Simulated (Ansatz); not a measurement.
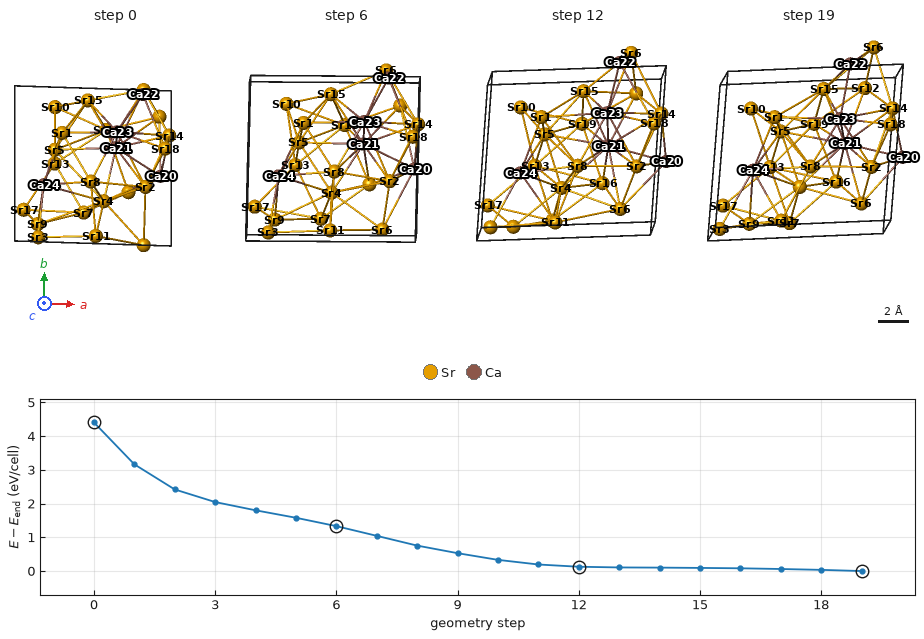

Frames of a relaxation of an amorphous cell of composition Sr19Ca5 (coarse preliminary run), marked on the history of the run. Style: ball-and-stick. Shown: the cell of the calculation, along the c axis.

Case: the quenched liquid.

All numbers below come from DFT PBE, scalar-relativistic, plane waves, PAW in Ansatz.

Input file:
```yaml
crystal:
  lattice:
    - [10.49788, -0.166876, 0.073854]
    - [-0.166876, 10.389535, 0.221377]
    - [0.073854, 0.221377, 11.199018]
  atoms:
    - { symbol: Sr, position: [0.3037581926, 0.7068556052, 0.7662294912] }
    - { symbol: Sr, position: [0.8352065887, 0.3756691202, 0.711817364] }
    - { symbol: Sr, position: [0.1507144984, 0.0285301395, 0.7118275182] }
    - { symbol: Sr, position: [0.5690465608, 0.2745189668, 0.4920738492] }
    - { symbol: Sr, position: [0.2566763894, 0.5966185448, 0.4030769678] }
    - { symbol: Sr, position: [0.8235152417, 0.9996519786, 0.5057617622] }
    - { symbol: Sr, position: [0.4403268118, 0.1974479005, 0.1927952121] }
    - { symbol: Sr, position: [0.4865607574, 0.3985839717, 0.8440107712] }
    - { symbol: Sr, position: [0.147589531, 0.1134087502, 0.3845740098] }
    - { symbol: Sr, position: [0.2582649599, 0.8715944409, 0.0812799446] }
    - { symbol: Sr, position: [0.5181217043, 0.0490786344, 0.8255046568] }
    - { symbol: Sr, position: [0.9239927532, 0.831222382, 0.2159706537] }
    - { symbol: Sr, position: [0.2557243307, 0.5075328787, 0.0951414019] }
    - { symbol: Sr, position: [0.9866522718, 0.7118071687, 0.5716519652] }
    - { symbol: Sr, position: [0.4675908311, 0.9214038117, 0.4310104402] }
    - { symbol: Sr, position: [0.7263165019, 0.3379219006, 0.0754149154] }
    - { symbol: Sr, position: [0.0576714641, 0.2030399164, 0.0500871809] }
    - { symbol: Sr, position: [0.9605783612, 0.6268618448, 0.9477074451] }
    - { symbol: Sr, position: [0.5866650256, 0.7352385636, 0.1055715755] }
    - { symbol: Ca, position: [0.9309644674, 0.4476017402, 0.3230508421] }
    - { symbol: Ca, position: [0.645742855, 0.6222631315, 0.4319966723] }
    - { symbol: Ca, position: [0.8188280581, 0.9711477148, 0.896669742] }
    - { symbol: Ca, position: [0.6531616123, 0.7249520232, 0.7400458065] }
    - { symbol: Ca, position: [0.185311379, 0.3685537944, 0.6634611242] }
  symmetry: { detect: false }
basis:
  ecutwfc: 420
kpoints:
  mp_grid: { grid: [2, 2, 1], shift: [0.5, 0.5, 0.0] }
hamiltonian:
  xc: pbe
scf:
  occupations: { method: gaussian, width: 0.1 }
  lower_state_search: "off"
output:
  forces: true
  stress: true
  eigenvalues: true
relax:
  adjacent_minimum: "off"
  f_tol: 0.04
  max_steps: 70
  cell: { stress_tol: 0.3 }
```

Run as
```bash
ansatz run input.yaml --threads 2 --pin off --max-ram 5120MiB --backend cpu --events-out ev --progress --plain --runs-dir out
```

Describe the path.

The run was cut off at its time limit before the relaxation converged, so the last structure is only a point on the way. After 19 geometry steps the energy has fallen by 4.409 eV per cell of the calculation. The largest force component goes from 0.77 to 0.042 eV/Å. The pressure goes from 1.11 to −0.03 GPa. Sr6 moves most relative to the cell: 1.74 Å roughly along [0 3 −1]. By element the largest moves are Sr 1.74 Å, Ca 1.69 Å. Cell: a 10.499 → 11.773 Å (+12.1 %), b 10.393 → 10.557 Å (+1.6 %), c 11.201 → 10.620 Å (−5.2 %), α 87.7° → 78.2°, β 89.2° → 84.1°, γ 91.8° → 82.7°. Volume +4.7 %. Near-neighbour distances that change, for instance: Sr4–Ca20 4.512 → 7.178 Å, Sr6–Ca21 6.813 → 4.177 Å, Sr6–Ca21 (another image) 4.404 → 6.828 Å, Sr17–Ca22 3.888 → 6.110 Å. Bonds break: Sr16–Ca20 (3.72 → 5.74 Å), Sr2–Sr4 (3.90 → 6.09 Å). Bond angles that change, for instance: Sr6–Sr4–Ca21 124.9° → 59.0°, Sr3–Ca22–Sr11 130.8° → 173.9°, Sr3–Ca22–Sr12 104.1° → 67.7°. From step 0 to 6: Sr7 moves most (1.09 Å), volume +6.3 %, energy −3.077 eV per cell of the calculation. From step 6 to 12: Ca22 moves most (1.02 Å), volume −1.8 %, energy −1.205 eV per cell of the calculation. From step 12 to 19: Ca22 moves most (0.98 Å), volume +0.3 %, energy −0.128 eV per cell of the calculation.

Limits of the set-up: the k-point mesh is coarse for a cell with partly filled bands.
